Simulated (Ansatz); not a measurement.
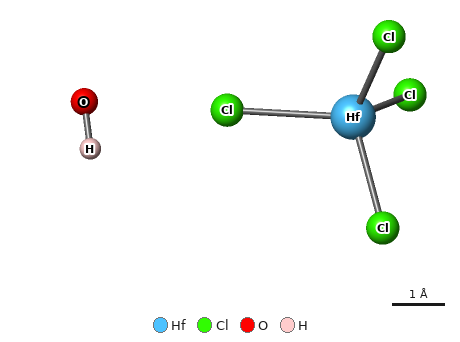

HfHOCl$_{4}$ (multiplicity 2), before the relaxation. The picture is a ball-and-stick view, seen at a tilt.

The run prepares an end point of a later path (reaction) calculation, from a guessed geometry.

Computed with Ansatz 0.2.0, UHF/def2-SVP.

Input
```yaml
crystal:
  periodic: [false, false, false]
  atoms:
    - { symbol: Hf, position_ang: [0.003717, 0.004977, -0.072026] }
    - { symbol: Cl, position_ang: [-0.003212, -0.00533, 2.398364] }
    - { symbol: Cl, position_ang: [2.208198, -0.000659, -0.875758] }
    - { symbol: Cl, position_ang: [-1.103623, 1.911217, -0.875805] }
    - { symbol: Cl, position_ang: [-1.101557, -1.908678, -0.86519] }
    - { symbol: O, position_ang: [-0.005907, -0.008698, 5.200959] }
    - { symbol: H, position_ang: [-0.509416, -0.79393, 4.998956] }
magnetization:
  spin_polarized: true
  initial_magnetization: 1
basis:
  gaussian: { orbitals: def2-SVP }
hamiltonian:
  xc: hf
relax:
  f_tol: 0.03
  max_steps: 50
output:
  orbitals: {}
```

Launched with:
```bash
ansatz run input.yaml --threads 4 --pin off --max-ram 5120MiB --backend cpu --events-out ev --progress --plain --runs-dir out
```

> What does the optimiser find from here?

After 14 accepted moves (20 points after the start) the energy has fallen by 19.3 kJ/mol. The largest force component goes from 1.9 to 0.017 eV/Å. The line search rejected the trial steps at points 3, 5, 9, 12, 17, 19 of the run. The forces were under the threshold at step 16, but the run went on from there. O6 moves most after the best rigid fit: 0.91 Å. By element the largest moves are O 0.91 Å, H 0.52 Å, Cl 0.28 Å, Hf 0.17 Å. Some distances before and after: Hf1–Cl2 2.470 → 2.364 Å. Cost: 2.6 min on 4 threads of Arm Neoverse V1 (shared host), peak memory 0.71 GiB.

The structure at the end:

```xyz
7

Hf   -0.0083   -0.0142   -0.2358
Cl   -0.0436   -0.0674    2.1273
Cl    2.2199    0.0035   -0.9820
Cl   -1.1055    1.9233   -0.9871
Cl   -1.1056   -1.9164   -1.0726
O    -0.2384   -0.3715    6.0077
H    -0.2303   -0.3585    5.0520
```

The end point in the same view:

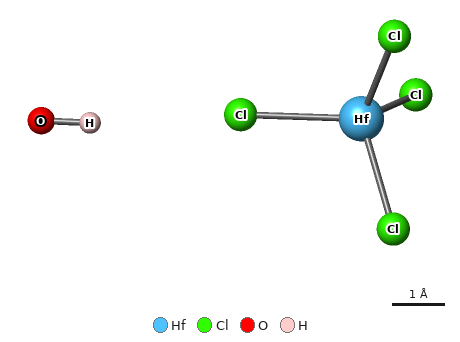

Limits of the set-up: the start holds two separate molecules, 2.8 Å apart at their closest, whose relative position is a soft coordinate and is computed without a dispersion correction; Hartree-Fock leaves out electron correlation.
